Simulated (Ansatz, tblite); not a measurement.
**Si19H28 ring sphere (Si₁₉H₂₈): which spin state is lowest**

Aim: set other spin states of Si19H28 ring sphere (Si₁₉H₂₈) against its singlet, on many levels of theory.

The runs use Ansatz 0.2.0, Gaussian basis; as each input shows.

Plan: triplet, at the geometry of the singlet (GFN1-xTB, GFN2-xTB, PBE0-D4/def2-TZVP, PBE-D4/def2-TZVP); the singlet's energies come from earlier runs.

### Step 1. The structure

The singlet was relaxed beforehand with PBE-D4/def2-SVP.

47 atoms, charge 0, spin multiplicity 1.

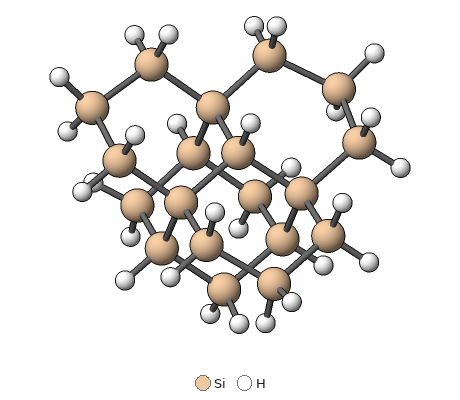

The structure; silicon light orange, hydrogen white.

### Step 2. Triplet at the fixed geometry, GFN1-xTB

Tight binding, by tblite at 300 K electronic temperature and without a spin-polarisation term:

```python
tblite.interface.Calculator('GFN1-xTB', numbers, positions, charge=0, uhf=2).singlepoint()
```

Energy -1360.0046 eV; 0.4 s.

### Step 3. Triplet at the fixed geometry, GFN2-xTB

Tight binding, by tblite at 300 K electronic temperature and without a spin-polarisation term:

```python
tblite.interface.Calculator('GFN2-xTB', numbers, positions, charge=0, uhf=2).singlepoint()
```

Energy -1271.2260 eV; 0.55 s.

### Step 4. Triplet at the fixed geometry, PBE0-D4/def2-TZVP

The input, in.yaml:

```yaml
crystal:
  periodic: [false, false, false]
  atoms:
    - {symbol: Si, position_ang: [-3.484908, -0.747444, -1.916529]}
    - {symbol: Si, position_ang: [-3.486608, 1.915248, 0.741694]}
    - {symbol: Si, position_ang: [-0.742729, -3.487217, -1.914234]}
    - {symbol: Si, position_ang: [-0.709636, -0.709635, 0.708976]}
    - {symbol: Si, position_ang: [1.916228, -3.484975, 0.747808]}
    - {symbol: Si, position_ang: [2.001862, -0.719164, -1.998096]}
    - {symbol: Si, position_ang: [1.913184, -0.743205, 3.487528]}
    - {symbol: Si, position_ang: [-0.718593, 1.998565, -2.001598]}
    - {symbol: Si, position_ang: [1.998209, 2.001394, 0.719883]}
    - {symbol: Si, position_ang: [-0.748728, 1.914802, 3.485442]}
    - {symbol: Si, position_ang: [-2.336217, -2.341008, -3.216244]}
    - {symbol: Si, position_ang: [-2.071819, 0.641228, -0.643960]}
    - {symbol: Si, position_ang: [-2.341036, 3.216056, 2.336751]}
    - {symbol: Si, position_ang: [0.711767, 0.708127, -3.360063]}
    - {symbol: Si, position_ang: [0.643618, -2.072236, -0.641185]}
    - {symbol: Si, position_ang: [0.640507, 0.643058, 2.072129]}
    - {symbol: Si, position_ang: [3.215749, -2.336542, 2.341757]}
    - {symbol: Si, position_ang: [3.360065, 0.711572, -0.707749]}
    - {symbol: Si, position_ang: [0.708648, 3.360116, -0.710975]}
    - {symbol: H, position_ang: [-4.375890, 0.095625, -2.794675]}
    - {symbol: H, position_ang: [-4.365881, -1.495366, -0.944839]}
    - {symbol: H, position_ang: [-4.369420, 0.944426, 1.488596]}
    - {symbol: H, position_ang: [-4.375726, 2.793137, -0.103627]}
    - {symbol: H, position_ang: [-1.490752, -4.368096, -0.942535]}
    - {symbol: H, position_ang: [0.101883, -4.378159, -2.790926]}
    - {symbol: H, position_ang: [-1.583071, -1.582825, 1.581661]}
    - {symbol: H, position_ang: [0.944566, -4.366257, 1.495367]}
    - {symbol: H, position_ang: [2.794709, -4.375709, -0.095164]}
    - {symbol: H, position_ang: [2.870004, -1.603402, -2.863669]}
    - {symbol: H, position_ang: [0.941284, -1.491529, 4.367932]}
    - {symbol: H, position_ang: [2.789256, 0.101552, 4.378952]}
    - {symbol: H, position_ang: [-1.602806, 2.864489, -2.869422]}
    - {symbol: H, position_ang: [2.863817, 2.868954, 1.604662]}
    - {symbol: H, position_ang: [-1.497594, 0.942397, 4.364804]}
    - {symbol: H, position_ang: [0.093968, 2.791670, 4.378027]}
    - {symbol: H, position_ang: [-3.330443, -3.336636, -3.765668]}
    - {symbol: H, position_ang: [-1.663692, -1.668784, -4.382284]}
    - {symbol: H, position_ang: [-3.337143, 3.765472, 3.330541]}
    - {symbol: H, position_ang: [-1.667577, 4.381946, 1.665099]}
    - {symbol: H, position_ang: [-0.062536, -0.068376, -4.392897]}
    - {symbol: H, position_ang: [1.649817, 1.646226, -4.084126]}
    - {symbol: H, position_ang: [4.381638, -1.663611, 1.669651]}
    - {symbol: H, position_ang: [3.765091, -3.330848, 3.337349]}
    - {symbol: H, position_ang: [4.393776, -0.062247, 0.068156]}
    - {symbol: H, position_ang: [4.083177, 1.650094, -1.646244]}
    - {symbol: H, position_ang: [-0.067626, 4.393634, 0.062739]}
    - {symbol: H, position_ang: [1.647629, 4.083455, -1.648828]}
basis:
  gaussian: {orbitals: def2-TZVP, fitting: {mean_field: def2-universal-jkfit}}
magnetization: {spin_polarized: true, initial_magnetization: 2}
hamiltonian: {xc: pbe0, dispersion: d4}
scf: {omitted_lower_state_checks: [starts]}
output: {orbitals: {seedname: orbitals}}
```

On the command line:

```
$ ansatz run in.yaml --threads 2 --pin off --events-out ev --progress --plain --max-ram 22528MiB --backend cuda --devices 0, --max-vram 18GiB
```

Standard output:

```text
Functional definition: PBE0
  name "PBE0"
  cite "Adamo & Barone, J. Chem. Phys. 110, 6158 (1999) doi:10.1063/1.478522"
  cite "Perdew, Burke & Ernzerhof, Phys. Rev. Lett. 77, 3865 (1996) doi:10.1103/PhysRevLett.77.3865"
  parent pbe
  parameter a = 0.25
  parameter kappa = 0.804
  parameter beta = 0.06672455060314922
  exchange = (1 - a)*pbe_x(kappa = kappa, mu = beta*pi^2/3) + a*exact_x
  correlation = pbe_c(beta = beta)
these checks for a lower state are left out or cut short: starts
2936 factors; integrals over basis functions are off by at most 6.0e-1 eV
mean field evaluation 1: about -150070.8836 eV, gradient 1.7e1 eV
mean field evaluation 2: about -150071.9853 eV, gradient 1.2e1 eV
mean field evaluation 4: about -150072.9069 eV, gradient 3.6e0 eV
mean field evaluation 8: about -150073.0026 eV, gradient 5.6e-1 eV
mean field evaluation 16: about -150073.0090 eV, gradient 4.4e-2 eV
mean field evaluation 32: about -150073.1158 eV, gradient 7.1e-6 eV
mean field -150073.11583473 eV, -5515.0852837150 hartree, gradient 4.7e-6 eV, S^2 2.006808; 0 other end points of the search recorded, 0 dependent functions left out
reference -150073.11591564 eV, -5515.0852866883 hartree; 148, 146 occupied and 723, 725 virtual orbitals, 2936 factors
Total energy: -150075.96893525 eV, -5515.1901332252 hartree
Checks for a lower state left out: starts
```

It took 21 s on 1 × H100 (card shared with other runs) with 2 threads of AMD EPYC 7R13, shared host; peak host memory 1.6 GiB.

Report: HOMO -2.69 eV, LUMO -5.97 eV (over both spins; with the spin held, an empty level of the minority spin lies below the top filled one); ⟨S²⟩ 2.007 (pure: 2.00).

### Step 5. Triplet at the fixed geometry, PBE-D4/def2-TZVP

start.molden holds the orbitals of an earlier run on this state, given as this run's starting guess.

Changes to in.yaml since step 4:

```diff
@@ -51,5 +51,5 @@
 basis:
-  gaussian: {orbitals: def2-TZVP, fitting: {mean_field: def2-universal-jkfit}}
+  gaussian: {orbitals: def2-TZVP, fitting: {mean_field: def2-universal-jkfit}, initial_orbitals: start.molden}
 magnetization: {spin_polarized: true, initial_magnetization: 2}
-hamiltonian: {xc: pbe0, dispersion: d4}
+hamiltonian: {xc: pbe, dispersion: d4}
 scf: {omitted_lower_state_checks: [starts]}
```

Same command.

Standard output:

```text
Functional definition: PBE
  name "PBE"
  cite "Perdew, Burke & Ernzerhof, Phys. Rev. Lett. 77, 3865 (1996) doi:10.1103/PhysRevLett.77.3865"
  parent pbe
  parameter kappa = 0.804
  parameter beta = 0.06672455060314922
  exchange = pbe_x(kappa = kappa, mu = beta*pi^2/3)
  correlation = pbe_c(beta = beta)
these checks for a lower state are left out or cut short: starts
2936 factors; integrals over basis functions are off by at most 6.0e-1 eV
mean field evaluation 1: about -150057.8129 eV, gradient 1.9e1 eV
mean field evaluation 2: about -150058.3990 eV, gradient 8.4e-1 eV
mean field evaluation 4: about -150058.4539 eV, gradient 3.6e-1 eV
mean field evaluation 8: about -150058.4787 eV, gradient 4.6e-2 eV
mean field evaluation 16: about -150058.4789 eV, gradient 2.4e-5 eV
mean field -150058.47890953 eV, -5514.5473866352 hartree, gradient 2.2e-6 eV, S^2 2.002737; 0 other end points of the search recorded, 0 dependent functions left out
reference -150058.47901603 eV, -5514.5473905489 hartree; 148, 146 occupied and 723, 725 virtual orbitals, 2936 factors
Total energy: -150061.60912581 eV, -5514.6624199617 hartree
Checks for a lower state left out: starts
```

Wall time 21 s (1 × H100 (card shared with other runs) with 2 threads of AMD EPYC 7R13, shared host); peak host memory 1.6 GiB.

Report: HOMO -2.32 eV, LUMO -6.19 eV (over both spins; with the spin held, an empty level of the minority spin lies below the top filled one); ⟨S²⟩ 2.003 (pure: 2.00).

### Step 6. Triplet less singlet, vertical

The singlet's energies are those of its earlier runs, whose logs aren't repeated here.

```
            level  triplet less singlet, vertical (kJ/mol)    time
         GFN1-xTB                                   +244.0  0.68 s
         GFN2-xTB                                   +272.6  0.84 s
 PBE-D4/def2-TZVP                                   +383.1    29 s
PBE0-D4/def2-TZVP                                   +442.2    28 s
```

Times add the two runs; a level without a time comes out of a correlated run. Tight binding without a spin term can't rank spin states.

### Step 7. Outcome

| quantity | value |
| --- | --- |
| triplet less singlet, vertical, functionals in def2-TZVP | +383.1 (PBE-D4) to +442.2 kJ/mol (PBE0-D4) |

**Reading.** All functionals put the triplet above the singlet, over a spread of 59.1 kJ/mol. The checks for a lower triplet were left out, so another state of that spin may lie lower. These are electronic energies, without zero-point motion, entropy or surroundings.
